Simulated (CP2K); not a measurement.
**HF/STO-3G run of C2H3FO (acetyl fluoride)**

Aim: the energy change on altering one bond length of C2H3FO (acetyl fluoride) at HF/STO-3G, from 2 runs. 

Program for the calculation: CP2K 2026.2.

1 further run of the same task is left out (set aside as unsound or not needed).

### Step 1. The molecule

The species is C2H3FO (7 atoms), meant as a singlet with charge 0. SMILES: `CC(=O)F`. The shape is that of a PBE0-D4/def2-TZVP optimisation.

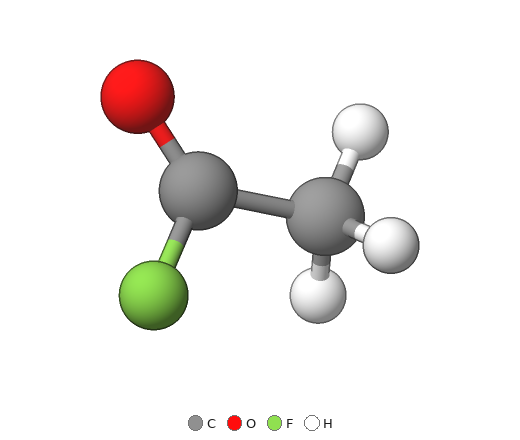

The structure, seen from a chosen angle (carbon grey, oxygen red, fluorine green, hydrogen white).

### Step 2. The energy at HF/STO-3G

Contents of job.inp:

```
&FORCE_EVAL
  METHOD Quickstep
  &DFT
    BASIS_SET_FILE_NAME ./sto_3g.basis
    POTENTIAL_FILE_NAME POTENTIAL
    CHARGE 0
    MULTIPLICITY 1
    &QS
      METHOD GAPW
      EPS_DEFAULT 1.0E-10
    &END
    &MGRID
      CUTOFF 280
      REL_CUTOFF 50
      NGRIDS 4
    &END
    &POISSON
      PERIODIC NONE
      POISSON_SOLVER MULTIPOLE
    &END
    &SCF
      SCF_GUESS ATOMIC
      EPS_SCF 1.0E-07
      MAX_SCF 100
      ADDED_MOS 5
      &DIAGONALIZATION
        ALGORITHM STANDARD
      &END
      &MIXING
        METHOD DIRECT_P_MIXING
        ALPHA 0.4
      &END
    &END
    &XC
      &XC_FUNCTIONAL NONE
      &END
      &HF
        FRACTION 1
        &SCREENING
          EPS_SCHWARZ 1.0E-10
          SCREEN_ON_INITIAL_P F
        &END
        &INTERACTION_POTENTIAL
          POTENTIAL_TYPE COULOMB
        &END
        &MEMORY
          MAX_MEMORY 1050
        &END
      &END
    &END
    &PRINT
      &MOMENTS
        PERIODIC F
        REFERENCE COM
        MAX_MOMENT 1
      &END
      &MO ON
        ENERGIES T
        OCCUPATION_NUMBERS T
        NDIGITS 6
        &EACH
          QS_SCF 0
        &END
        ADD_LAST NUMERIC
      &END
      &LOWDIN ON
      &END
      &HIRSHFELD OFF
      &END
    &END
  &END
  &SUBSYS
    &CELL
      ABC [angstrom] 10 8.7 10.2
      PERIODIC NONE
    &END
    &COORD
      C      0.485310     0.015050     0.443640
      C     -0.694890    -0.034350    -0.460580
      O     -1.835410    -0.165690    -0.191770
      F     -0.310690     0.097630    -1.749400
      H      0.165320    -0.091900     1.476660
      H      1.180650    -0.783140     0.176830
      H      1.009710     0.962410     0.304610
    &END
    &TOPOLOGY
      &CENTER_COORDINATES
      &END
    &END
    &KIND C
      BASIS_SET STO-3G
      POTENTIAL ALL
      LEBEDEV_GRID 194
      RADIAL_GRID 100
    &END
    &KIND O
      BASIS_SET STO-3G
      POTENTIAL ALL
      LEBEDEV_GRID 194
      RADIAL_GRID 100
    &END
    &KIND F
      BASIS_SET STO-3G
      POTENTIAL ALL
      LEBEDEV_GRID 194
      RADIAL_GRID 100
    &END
    &KIND H
      BASIS_SET STO-3G
      POTENTIAL ALL
      LEBEDEV_GRID 194
      RADIAL_GRID 100
    &END
  &END
&END
&GLOBAL
  PROJECT_NAME job
  RUN_TYPE ENERGY
  PRINT_LEVEL MEDIUM
&END
```

Launch:

```console
$ OMP_NUM_THREADS=1 cp2k.psmp job.inp > job.out
```

Output:

```text
CP2K| version string:                                       CP2K version 2026.2
[...]
 GLOBAL| Method name                                                        CP2K
[...]
 GLOBAL| Run type                                                         ENERGY
[...]
 DFT| Spin restricted Kohn-Sham (RKS) calculation                            RKS
 DFT| Multiplicity                                                             1
[...]
 DFT| Charge                                                                   0
[...]
 QS| Method:                                                                GAPW
[...]
 QS| Density cutoff [a.u.]:                                                140.0
[...]
 QS| Relative density cutoff [a.u.]:                                        25.0
[...]
                             - Atoms:                                          7
[...]
                             - Spherical basis functions:                     23
[...]
 Number of electrons:                                                         32
[...]
     1 P_Mix/Diag. 0.40E+00    0.7     1.27412949      -248.2218920891 -2.48E+02
[...]
    20 DIIS/Diag.  0.99E-07    0.2     0.00000007      -248.4187798854  2.84E-14
  *** SCF run converged in    20 steps ***
[...]
  Overlap energy of the core charge distribution:               0.00000689846408
  Self energy of the core charge distribution:               -239.93042502737731
  Core Hamiltonian energy:                                    -21.63775562750897
  Hartree energy:                                              68.58351189045801
  Exchange-correlation energy:                                  0.00000000000000
  Hartree-Fock Exchange energy:                               -30.01490369379995
[...]
                     Mulliken Population Analysis
 #  Atom  Element  Kind  Atomic population                           Net charge
       1     C        1          6.218567                             -0.218567
       2     C        1          5.642875                              0.357125
       3     O        2          8.245804                             -0.245804
       4     F        3          9.157204                             -0.157204
       5     H        4          0.911066                              0.088934
       6     H        4          0.912214                              0.087786
       7     H        4          0.912271                              0.087729
 # Total charge                             32.000000                 -0.000000
[...]
  Dipole moment [Debye]
    X=  0.1787534E+01 Y=  0.1147770E+00 Z=  0.8263278E+00  Total=      1.9726305
 ENERGY| Total FORCE_EVAL ( QS ) energy [hartree]           -248.418779885387210
[...]
```

Run time: 5.7 s. Hardware: 1 thread of Arm Neoverse V1, shared host; peak memory 0.49 GiB.

### Step 3. The distorted shape, same level

Contents of mol.inp:

```
&GLOBAL
 PROJECT_NAME mol
 RUN_TYPE ENERGY
 PRINT_LEVEL MEDIUM
&END
&FORCE_EVAL
 METHOD QS
 &DFT
  BASIS_SET_FILE_NAME ./sto_3g.basis
  POTENTIAL_FILE_NAME POTENTIAL
  CHARGE 0
  MULTIPLICITY 1
  &QS
   METHOD GAPW
   EPS_DEFAULT 1.0E-10
  &END
  &MGRID
   CUTOFF 280
   REL_CUTOFF 50
   NGRIDS 4
  &END
  &POISSON
   PERIODIC NONE
   POISSON_SOLVER MULTIPOLE
  &END
  &SCF
   SCF_GUESS ATOMIC
   EPS_SCF 1.0E-06
   MAX_SCF 40
   &OT ON
    MINIMIZER DIIS
    PRECONDITIONER FULL_SINGLE_INVERSE
   &END
   &OUTER_SCF
    EPS_SCF 1.0E-06
    MAX_SCF 8
   &END
  &END
  &XC
   &XC_FUNCTIONAL NONE
   &END
   &HF
    FRACTION 1
    &SCREENING
     EPS_SCHWARZ 1.0E-10
     SCREEN_ON_INITIAL_P F
    &END
    &INTERACTION_POTENTIAL
     POTENTIAL_TYPE COULOMB
    &END
    &MEMORY
     MAX_MEMORY 1050
    &END
   &END
  &END
  &PRINT
   &MOMENTS
    PERIODIC F
    REFERENCE COM
    MAX_MOMENT 1
   &END
   &MO_CUBES
    NLUMO 5
    NHOMO -1
    WRITE_CUBE F
   &END
   &LOWDIN ON
   &END
   &HIRSHFELD OFF
   &END
  &END
 &END
 &SUBSYS
  &CELL
   ABC [angstrom] 10.2 9 10.2
   PERIODIC NONE
  &END
  &COORD
   C      5.808389     4.545144     5.680010
   C      4.628189     4.495744     4.775790
   O      3.487669     4.364404     5.044600
   F      5.012389     4.627724     3.486970
   H      5.488399     4.438194     6.713030
   H      6.712331     3.507497     5.333157
   H      6.332789     5.492504     5.540980
  &END
  &KIND C
   BASIS_SET STO-3G
   POTENTIAL ALL
   LEBEDEV_GRID 194
   RADIAL_GRID 100
  &END
  &KIND O
   BASIS_SET STO-3G
   POTENTIAL ALL
   LEBEDEV_GRID 194
   RADIAL_GRID 100
  &END
  &KIND F
   BASIS_SET STO-3G
   POTENTIAL ALL
   LEBEDEV_GRID 194
   RADIAL_GRID 100
  &END
  &KIND H
   BASIS_SET STO-3G
   POTENTIAL ALL
   LEBEDEV_GRID 194
   RADIAL_GRID 100
  &END
 &END
&END
```

Launch:

```console
$ OMP_NUM_THREADS=1 cp2k.psmp -i mol.inp > mol.out 2>&1
```

Output:

```text
CP2K| version string:                                       CP2K version 2026.2
[...]
 GLOBAL| Method name                                                        CP2K
[...]
 GLOBAL| Run type                                                         ENERGY
[...]
 DFT| Spin restricted Kohn-Sham (RKS) calculation                            RKS
 DFT| Multiplicity                                                             1
[...]
 DFT| Charge                                                                   0
[...]
 QS| Method:                                                                GAPW
[...]
 QS| Density cutoff [a.u.]:                                                140.0
[...]
 QS| Relative density cutoff [a.u.]:                                        25.0
[...]
                             - Atoms:                                          7
[...]
                             - Spherical basis functions:                     23
[...]
 Number of electrons:                                                         32
[...]
     1 OT DIIS     0.80E-01    0.7     1.17635025      -235.0516592092 -2.35E+02
[...]
    10 OT DIIS     0.80E-01    0.2     0.00000066      -248.3599823570 -9.77E-11
  *** SCF run converged in    10 steps ***
[...]
  Overlap energy of the core charge distribution:               0.00000605848398
  Self energy of the core charge distribution:               -239.93042502737731
  Core Hamiltonian energy:                                    -21.75077365374906
  Hartree energy:                                              68.68751021953074
  Exchange-correlation energy:                                  0.00000000000000
  Hartree-Fock Exchange energy:                               -29.93552310477002
[...]
                     Mulliken Population Analysis
 #  Atom  Element  Kind  Atomic population                           Net charge
       1     C        1          6.163416                             -0.163416
       2     C        1          5.649523                              0.350477
       3     O        2          8.245613                             -0.245613
       4     F        3          9.157066                             -0.157066
       5     H        4          0.916054                              0.083946
       6     H        4          0.951236                              0.048764
       7     H        4          0.917091                              0.082909
 # Total charge                             32.000000                  0.000000
[...]
  Dipole moment [Debye]
    X=  0.1782029E+01 Y=  0.1260523E+00 Z=  0.8394614E+00  Total=      1.9738825
[...]
 HOMO - LUMO gap [eV] :   17.579268
 ENERGY| Total FORCE_EVAL ( QS ) energy [hartree]           -248.359982356953367
[...]
```

Wall time 39 s (1 thread of Arm Neoverse V1, shared host); peak memory 0.51 GiB.

### Step 4. Outcome

Level: HF/STO-3G.

| quantity | value |
| --- | --- |
| first shape: total energy | -248.41878 Eh |
| first shape: dipole moment | 1.97 D |
| first shape: HOMO energy | -9.98 eV |
| first shape: LUMO energy | 8.10 eV |
| first shape: HOMO–LUMO gap | 18.08 eV |
| distorted shape: total energy | -248.35998 Eh |
| distorted shape: dipole moment | 1.97 D |
| distorted shape: HOMO energy | -9.92 eV |
| distorted shape: LUMO energy | 7.66 eV |
| distorted shape: HOMO–LUMO gap | 17.58 eV |
| energy change with the C1–H6 bond stretched from 1.092 to 1.419 Å | 1.600 eV |

In words: With the C1–H6 bond stretched from 1.092 to 1.419 Å the energy rises by 1.60 eV (37 kcal/mol). The first shape isn't relaxed at this level, so the change isn't measured from a minimum. The minimal basis adds a large error of its own.
